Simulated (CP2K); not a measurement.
# GFN2-xTB run of SnN2H5OF (SMILES [NH2][Sn]([NH2])([OH])[F])

Aim: the energy change on altering one bond length of SnN2H5OF at GFN2-xTB, from 2 runs. 

The results are computed with CP2K 2026.2.

6 further runs of the same task are left out: 2 that didn't finish, 4 set aside as unsound or not needed.

## 1. Starting point

SnN2H5OF: 10 atoms, total charge 0, spin state singlet. SMILES: `[NH2][Sn]([NH2])([OH])[F]`. The shape comes from GFN2-xTB, which is rough for such elements, and wasn't checked as a minimum. This is one conformer, not always the lowest.

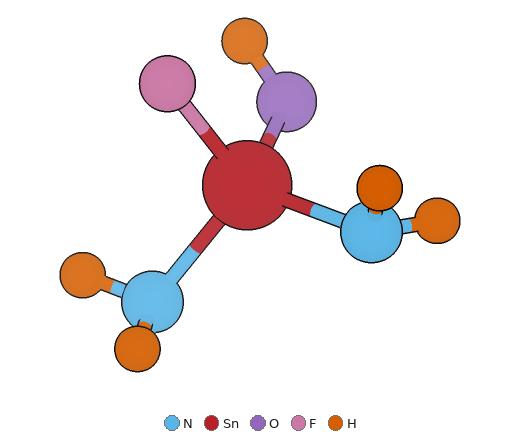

The structure, seen from a chosen angle (nitrogen blue, tin red, oxygen purple, fluorine pink, hydrogen orange).

## 2. A single-point energy at GFN2-xTB

Input file job.inp:

```
&GLOBAL
   PROJECT job
   RUN_TYPE ENERGY
   PRINT_LEVEL MEDIUM
&END GLOBAL
&FORCE_EVAL
   METHOD QS
   &DFT
      &QS
         METHOD XTB
         EPS_DEFAULT 1.0E-10
         &XTB
            GFN_TYPE TBLITE
            &TBLITE
               METHOD GFN2
            &END TBLITE
            CHECK_ATOMIC_CHARGES F
         &END XTB
      &END QS
      &POISSON
         PERIODIC NONE
         POISSON_SOLVER ANALYTIC
      &END POISSON
      &SCF
         SCF_GUESS ATOMIC
         EPS_SCF 1.0E-06
         MAX_SCF 150
         ADDED_MOS 8
         &DIAGONALIZATION
            ALGORITHM STANDARD
         &END DIAGONALIZATION
         &MIXING
            METHOD DIRECT_P_MIXING
            ALPHA 0.4
         &END MIXING
         &SMEAR ON
            METHOD FERMI_DIRAC
            ELECTRONIC_TEMPERATURE [K] 300
         &END SMEAR
      &END SCF
      &PRINT
         &MOMENTS
            PERIODIC F
            REFERENCE COM
            MAX_MOMENT 1
         &END MOMENTS
         &MO ON
            ENERGIES T
            OCCUPATION_NUMBERS T
            NDIGITS 6
            &EACH
               QS_SCF 0
            &END EACH
            ADD_LAST NUMERIC
         &END MO
         &HIRSHFELD OFF
         &END HIRSHFELD
      &END PRINT
   &END DFT
   &SUBSYS
      &CELL
         ABC 20.1 19.7 19.2
         PERIODIC NONE
      &END CELL
      &COORD
         SCALED T
         N    0.43138756   0.51930102   0.45097344
         Sn   0.52416119   0.51767107   0.48787240
         N    0.54702637   0.43132995   0.53708385
         O    0.58859353   0.53956599   0.41675938
         F    0.53534080   0.59436091   0.55328021
         H    0.39837264   0.50365178   0.48755156
         H    0.41757264   0.56678731   0.43639583
         H    0.56731294   0.44134416   0.58443958
         H    0.58208209   0.40563909   0.50957344
         H    0.60162736   0.58631269   0.41556042
      &END COORD
   &END SUBSYS
&END FORCE_EVAL
```

Started as:

```
$ OMP_NUM_THREADS=1 cp2k.psmp -i job.inp > job.out 2>&1
```

The log of the run:

```text
CP2K| version string:                                       CP2K version 2026.2
[...]
 GLOBAL| Method name                                                        CP2K
[...]
 GLOBAL| Run type                                                         ENERGY
[...]
                             - Atoms:                                         10
[...]
                             - Spherical basis functions:                     30
[...]
 Number of electrons:                                                         32
[...]
  *** SCF run converged in    26 steps ***
[...]
  Fermi energy:                                                -0.30942554413409
[...]
 TB_DIPOLE| Moment [Debye]         -0.92432007      -1.27100129      -0.35239559
 TB_DIPOLE| Derivative [a.u.]       0.00000000       0.00000000       0.00000000
[...]
 ENERGY| Total FORCE_EVAL ( QS ) energy [hartree]            -19.281474652627079
[...]
```

Wall time 0.24 s (1 thread of Arm Neoverse V2, shared host).

## 3. The distorted shape

Input file job.inp:

```
&FORCE_EVAL
  METHOD Quickstep
  &DFT
    CHARGE 0
    MULTIPLICITY 1
    # Quickstep
    &QS
      METHOD XTB
      EPS_DEFAULT 1.0E-10
      &XTB
        GFN_TYPE TBLITE
        &TBLITE
          METHOD GFN2
        &END
        CHECK_ATOMIC_CHARGES F
      &END
    &END
    # isolated system
    &POISSON
      PERIODIC NONE
      POISSON_SOLVER ANALYTIC
    &END
    &SCF
      SCF_GUESS ATOMIC
      EPS_SCF 1.0E-06
      MAX_SCF 150
      ADDED_MOS 8
      &DIAGONALIZATION
        ALGORITHM STANDARD
      &END
      &MIXING
        METHOD DIRECT_P_MIXING
        ALPHA 0.4
      &END
      &SMEAR ON
        METHOD FERMI_DIRAC
        ELECTRONIC_TEMPERATURE [K] 300
      &END
    &END
    &PRINT
      &MOMENTS
        PERIODIC F
        REFERENCE COM
        MAX_MOMENT 1
      &END
      &MO ON
        ENERGIES T
        OCCUPATION_NUMBERS T
        NDIGITS 6
        &EACH
          QS_SCF 0
        &END
        ADD_LAST NUMERIC
      &END
      &HIRSHFELD OFF
      &END
    &END
  &END
  &SUBSYS
    # vacuum box
    &CELL
      ABC [angstrom] 21.4 20 20.6
      PERIODIC NONE
    &END
    &COORD
      SCALED T
      N    0.40529598   0.51219183   0.48744595
      Sn   0.49243383   0.51058632   0.52183721
      N    0.51391000   0.42554032   0.56770420
      O    0.61347131   0.55371968   0.38927590
      F    0.50293430   0.58612582   0.58279983
      H    0.37428664   0.49677732   0.52153818
      H    0.39232028   0.55896582   0.47385905
      H    0.53296421   0.43540432   0.61184158
      H    0.54683617   0.40023482   0.54206342
      H    0.62571336   0.59976518   0.38815842
    &END
  &END
&END

&GLOBAL
  PROJECT_NAME job
  RUN_TYPE ENERGY
  PRINT_LEVEL MEDIUM
&END
```

Started as:

```
$ OMP_NUM_THREADS=1 cp2k.psmp job.inp > job.out
```

The log of the run:

```text
CP2K| version string:                                       CP2K version 2026.2
[...]
 GLOBAL| Method name                                                        CP2K
[...]
 GLOBAL| Run type                                                         ENERGY
[...]
                             - Atoms:                                         10
[...]
                             - Spherical basis functions:                     30
[...]
 Number of electrons:                                                         32
[...]
  *** SCF run converged in   136 steps ***
[...]
  Fermi energy:                                                -0.38752545517421
[...]
 TB_DIPOLE| Moment [Debye]         -4.02390804      -2.63167171       2.99991527
 TB_DIPOLE| Derivative [a.u.]       0.00000000       0.00000000       0.00000000
[...]
 ENERGY| Total FORCE_EVAL ( QS ) energy [hartree]            -19.163847976079719
[...]
```

Run time: 0.4 s. Hardware: 1 thread of Arm Neoverse V2, shared host.

## 4. Outcome

At GFN2-xTB:

| quantity | value |
| --- | --- |
| first shape: total energy | -19.28147 Eh |
| first shape: dipole moment (from atomic charges alone) | 1.61 D |
| first shape: HOMO energy | -11.53 eV |
| first shape: LUMO energy | -7.54 eV |
| first shape: HOMO–LUMO gap | 3.99 eV |
| distorted shape: total energy | -19.16385 Eh |
| distorted shape: dipole moment (from atomic charges alone) | 5.67 D |
| distorted shape: HOMO energy | -10.67 eV |
| distorted shape: LUMO energy | -10.43 eV |
| distorted shape: HOMO–LUMO gap | 0.24 eV |
| energy change with the Sn2–O4 bond stretched from 1.931 to 3.861 Å | 3.201 eV |

**Reading.** One bond (distorted shape) is far stretched, which a spin-restricted single reference describes badly. With the Sn2–O4 bond stretched from 1.931 to 3.861 Å the energy rises by 3.20 eV (309 kJ/mol). A restricted reference can't describe the breaking bond well at this length. The dipole (first shape) comes from point charges on the atoms alone, without atomic dipoles, so it is partial. The dipole (distorted shape) comes from point charges on the atoms alone, without atomic dipoles, so it is partial.
